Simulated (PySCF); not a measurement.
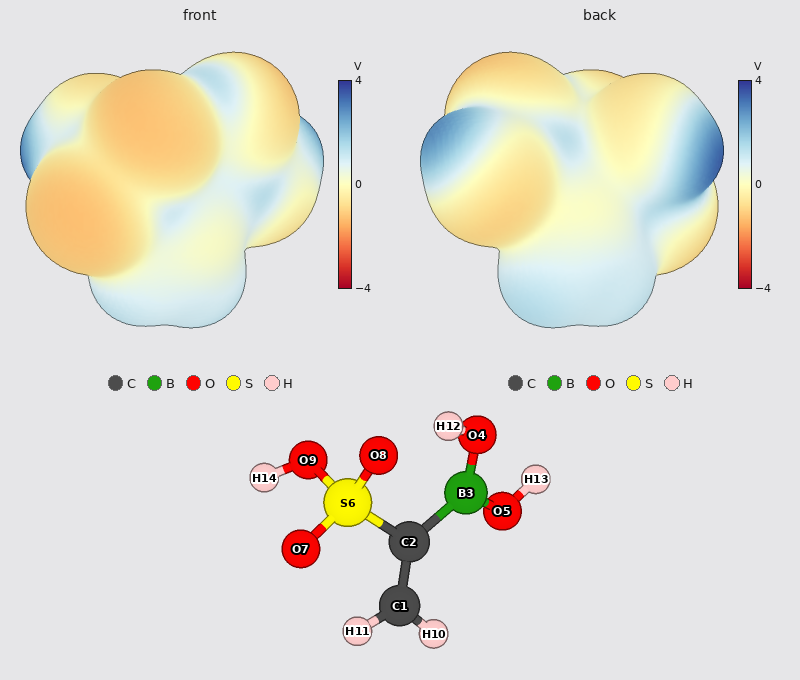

C2H5BO5S. The molecular electrostatic potential painted on the density surface at 0.002 e/bohr³, seen from the front and from behind; the colour scale runs from red (negative) to blue (positive). The bare structure is drawn below in the same view.

Geometry: GFN2-xTB.

The calculation used wB97X-D/def2-SVPD, SCF density, gas phase (PySCF).

| atom | x (Å) | y (Å) | z (Å) |
| --- | --- | --- | --- |
| C | 0.0284 | 1.8264 | 0.3173 |
| C | -0.1287 | 0.5231 | 0.1866 |
| B | -1.3898 | -0.3332 | -0.2366 |
| O | -1.4625 | -1.6462 | 0.0255 |
| O | -2.3892 | 0.3026 | -0.8809 |
| S | 1.3213 | -0.4599 | 0.5007 |
| O | 2.4094 | 0.3116 | 1.0216 |
| O | 0.9528 | -1.6702 | 1.1791 |
| O | 1.7299 | -0.8756 | -1.0104 |
| H | -0.7851 | 2.5100 | 0.1360 |
| H | 0.9790 | 2.2352 | 0.6230 |
| H | -0.6951 | -2.0092 | 0.4934 |
| H | -3.1218 | -0.2683 | -1.1202 |
| H | 2.5508 | -0.4470 | -1.2573 |

> Where is the surface potential most negative and most positive?

The most negative region (about −1.3 V) lies over O7 and O8, the most positive (about +3.3 V) over H14.

> How polar is the molecule by this calculation?

Its dipole moment is 3.12 D.
